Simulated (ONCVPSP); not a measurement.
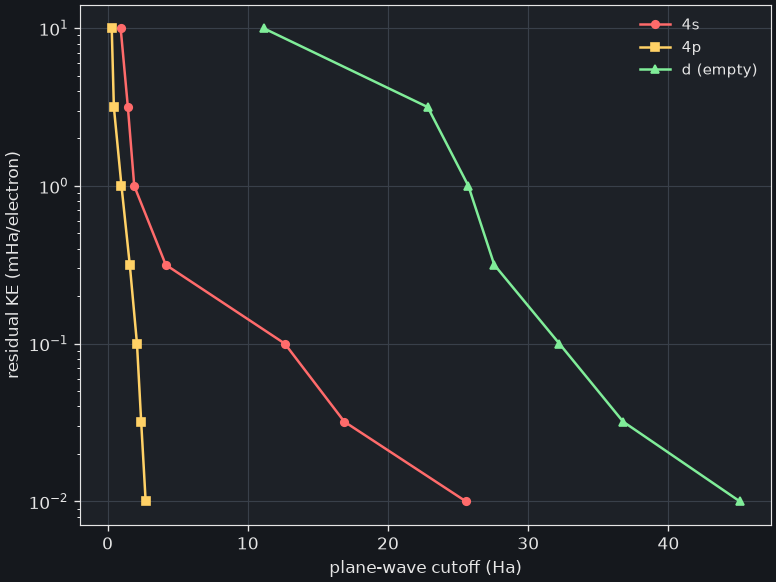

Residual kinetic energy of the pseudo-waves (the first of each channel, and further valence shells) beyond the plane-wave cutoff, as the generator prints it.

ONCVPSP 4.0.1 input (lines: element, Z, core and valence counts, functional; n l f; lmax; l rc ep ncon nbas qcut; lloc lpopt rc5 dvloc0; l nproj debl; icmod fcfact rcfact), LDA (Perdew-Wang 92), scalar-relativistic:

```
  Ca 20.00    5    2  -001012      upf
    1    0    2.00
    2    0    2.00
    2    1    6.00
    3    0    2.00
    3    1    6.00
    4    0    1.75
    4    1    0.25
    2
    0    2.45    0.00    3    5    2.70
    1    4.00    0.00    4    8    2.50
    2    3.40    0.26    4    9    2.50
    4    3    2.40   -1.00
    0    1    2.30
    1    2    3.60
    2    2    0.50
    0    0.00    0.00
```

In the d channel the program set the typed energies aside and used -0.089, 0.411 Ha.

Question: Which wave is the hardest at 1 mHa per electron, and which settings govern it?

Answer: d (empty), with rc = 3.40 bohr and qcut = 2.5 1/bohr. The optimisation minimises, but can't always remove, the kinetic energy above qcut²/2 = 3.1 Ha, and a larger rc would as a rule soften the wave at some cost in transferability.

Question: At which cutoff does each wave reach 1 mHa per electron?

Answer: d (empty): 26 Ha; 4s: 1.9 Ha; 4p: 1.0 Ha.

Question: Which cutoffs does the potential need for its occupied states?

Answer: 1.9 Ha for 1 mHa and 13 Ha for 0.1 mHa per electron. The first is set by 4s.

The potential isn't sound: its ghost test gives GHOST(-) flagged for s at -6.5 eV; GHOST(+) flagged for p at 101.1 eV.
